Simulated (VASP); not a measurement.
Shape and ions are relaxed at each volume.

Energy against volume of MgF2 (rutile). Calculation: LDA (Ceperley-Alder, Perdew-Zunger), VASP's LDA PAW potentials (set 64) (plane waves; VASP).

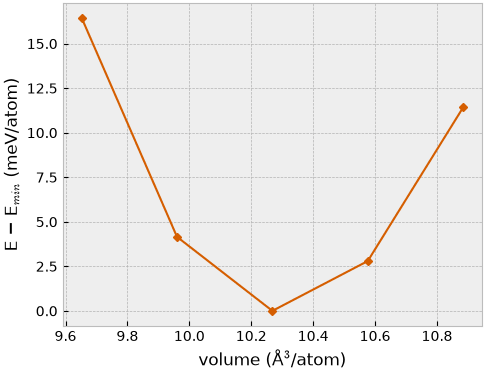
Energy against volume

### Question
Estimate the equilibrium volume and the bulk modulus.

### Answer
The minimum lies near 10.3 Å³/atom, and the curvature gives B0 of about 120 GPa.

The compound is MgF2 in the rutile structure. It was relaxed first, which changed the volume by -5 %.
